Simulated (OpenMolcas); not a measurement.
# CH6Si (methylsilane) at SVWN5/def2-TZVPP (RICD fitting)

Aim: the energy change on altering one bond length of CH6Si (methylsilane) at SVWN5/def2-TZVPP (RICD fitting), from 2 runs. 

The calculation is run with OpenMolcas 26.06.

### 1 The system as given

CH6Si: 8 atoms, total charge 0, spin state singlet. SMILES: `C[SiH3]`. The coordinates come from a GFN2-xTB relaxation.

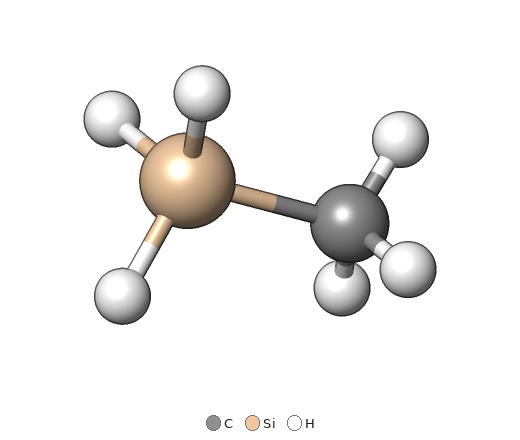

Viewed from a chosen angle; carbon grey, silicon light orange, hydrogen white.

### 2 Energy and gradient at SVWN5/def2-TZVPP (RICD fitting)

File geom.xyz:

```xyz
8

C     -0.180870     0.239010    -0.936940
Si     0.167460    -0.221430     0.868820
H     -1.232590     0.115770    -1.179650
H      0.388860    -0.385080    -1.620100
H      0.083930     1.273290    -1.138610
H     -0.619350     0.639390     1.755040
H      1.592670    -0.040160     1.153950
H     -0.200110    -1.620790     1.097500
```

File job.input:

```
* CH6Si Kohn-Sham DFT

&GATEWAY
 BasLib=$CurrDir
 Coord=geom.xyz
 Basis=def2-TZVPP
 Group=NoSym
 RICD

&SEWARD

&SCF
 KSDFT=SVWN5
 PrOrbitals=1 1

&ALASKA
```

The basis set def2-TZVPP is read from a file made from the Basis Set Exchange's data (not shown).

On the command line:

```bash
export MOLCAS_MEM=1860
pymolcas job.input > job.log
```

What it wrote:

```text
--- Start Module: gateway ---
[...]
--- Stop Module: gateway /rc=_RC_ALL_IS_WELL_ ---
[...]
      Basis functions          157
[...]
--- Start Module: scf ---
[...]
       Convergence after  10 Iterations
[...]
::    Total KS-DFT energy                            -329.6443271643
[...]
      Total spin, S                                     0.0000000000
[...]
      Total electronic charge=   26.000000
      Total            charge=   -0.000000
[...]
      Dipole Moment (debye):
      Origin of the operator (angstrom)=    0.0549   -0.0727    0.2853
                   X= -1.2542E-01               Y=  1.6499E-01               Z= -6.4651E-01           Total=  6.7892E-01
      Quadrupole Moment (debye*angstrom):
[...]
--- Stop Module: scf /rc=_RC_ALL_IS_WELL_ ---
[...]
--- Start Module: alaska ---
[...]
 *              Molecular gradients               *
 **************************************************
  Irreducible representation: a
 ------------------------------------------------------------------------------------------
                              X                       Y                       Z
 ------------------------------------------------------------------------------------------
  C1               -3.25518947925441E-03    4.22215944921844E-03   -1.63171484650446E-02
  SI2               4.76846072552117E-03   -6.27828577969813E-03    2.48341172916975E-02
  H3                8.87019508803100E-03    1.42538631026279E-03    6.35350967065795E-04
  H4               -5.16127509091446E-03    5.69581778415151E-03    4.35393647512594E-03
  H5               -2.55530064570675E-03   -8.52113679345923E-03    2.57775691916207E-04
  H6                5.26966731487111E-03   -5.70668983013678E-03   -7.52563694311204E-03
  H7               -1.02630594752351E-02   -9.41476262509067E-04   -3.32840615391228E-03
  H8                2.32650156268566E-03    1.01042251221402E-02   -2.90998886389293E-03
[...]
--- Stop Module: alaska /rc=_RC_ALL_IS_WELL_ ---
[...]
```

Wall time 12 s (1 thread of Arm Neoverse V2, shared host); peak memory 0.19 GiB.

### 3 The distorted shape

File geom.xyz:

```xyz
8

C     -0.355031     0.469225    -1.839801
Si     0.167460    -0.221430     0.868820
H     -1.406751     0.345985    -2.082511
H      0.214699    -0.154865    -2.522961
H     -0.090231     1.503505    -2.041471
H     -0.619350     0.639390     1.755040
H      1.592670    -0.040160     1.153950
H     -0.200110    -1.620790     1.097500
```

File job.inp:

```
&GATEWAY
BasLib
$CurrDir
Coord
geom.xyz
Basis
def2-TZVPP
Group
NoSym
RICD
&SEWARD
&SCF
KSDFT
SVWN5
PrOrbitals
1 1
&ALASKA
```

The basis set def2-TZVPP is read from a file made from the Basis Set Exchange's data (not shown).

On the command line:

```bash
export MOLCAS_MEM=1860
pymolcas job.inp > job.log
```

What it wrote:

```text
--- Start Module: gateway ---
[...]
--- Stop Module: gateway /rc=_RC_ALL_IS_WELL_ ---
[...]
      Basis functions          157
[...]
--- Start Module: scf ---
[...]
       Convergence after  14 Iterations
[...]
::    Total KS-DFT energy                            -329.5451042954
[...]
      Total spin, S                                     0.0000000000
[...]
      Total electronic charge=   26.000000
      Total            charge=   -0.000000
[...]
      Dipole Moment (debye):
      Origin of the operator (angstrom)=   -0.0019    0.0025   -0.0094
                   X=  6.3971E-02               Y= -8.4887E-02               Z=  3.3308E-01           Total=  3.4963E-01
      Quadrupole Moment (debye*angstrom):
[...]
--- Stop Module: scf /rc=_RC_ALL_IS_WELL_ ---
[...]
--- Start Module: alaska ---
[...]
 *              Molecular gradients               *
 **************************************************
  Irreducible representation: a
 ------------------------------------------------------------------------------------------
                              X                       Y                       Z
 ------------------------------------------------------------------------------------------
  C1               -5.04648630050714E-03    6.56742745546329E-03   -2.54749899024371E-02
  SI2               1.00494451487155E-02   -1.32243447164139E-02    5.20983042814995E-02
  H3                9.66981256293176E-03    4.76039912745055E-03   -1.03507974400148E-02
  H4               -9.07249287855372E-03    1.04789174268327E-02   -5.34694318524487E-03
  H5               -5.57190737123980E-03   -8.54548335602079E-03   -1.08278892613027E-02
  H6                6.36038347783918E-03   -7.10990420762525E-03   -3.08458037303083E-03
  H7               -9.70724240055398E-03   -2.17984627383883E-03    1.28194433513174E-03
  H8                3.31848776136878E-03    9.25283454412140E-03    1.70495154538675E-03
[...]
--- Stop Module: alaska /rc=_RC_ALL_IS_WELL_ ---
[...]
```

Wall time 12 s (1 thread of Arm Neoverse V2, shared host); peak memory 0.19 GiB.

### 4 What came out

Level: SVWN5/def2-TZVPP (RICD fitting).

| quantity | value |
| --- | --- |
| first shape: total energy | -329.64433 Eh |
| first shape: dipole moment | 0.68 D |
| first shape: HOMO energy | -7.92 eV |
| first shape: LUMO energy | -0.27 eV |
| first shape: HOMO–LUMO gap | 7.65 eV |
| first shape: largest force on an atom | 1.340 eV/Å |
| distorted shape: total energy | -329.54510 Eh |
| distorted shape: dipole moment | 0.35 D |
| distorted shape: HOMO energy | -6.30 eV |
| distorted shape: LUMO energy | -2.84 eV |
| distorted shape: HOMO–LUMO gap | 3.46 eV |
| distorted shape: largest force on an atom | 2.812 eV/Å |
| energy change with the C1–Si2 bond stretched from 1.896 to 2.844 Å | 2.700 eV |

**Reading.** One bond (distorted shape) is far stretched, which a spin-restricted single reference describes badly; a broken-symmetry solution may lie lower. With the C1–Si2 bond stretched from 1.896 to 2.844 Å the energy rises by 2.70 eV (261 kJ/mol). The first shape isn't relaxed at this level, so the change isn't measured from a minimum. A restricted reference can't describe the breaking bond well at this length. The largest force (first shape) is 1.34 eV/Å: the shape isn't a stationary point for this species at this level. Mulliken charges (first shape) run from -0.49 on C1 to +0.15 on H3. Mulliken charges (distorted shape) run from -0.61 on C1 to +0.16 on H3; they depend strongly on the basis.
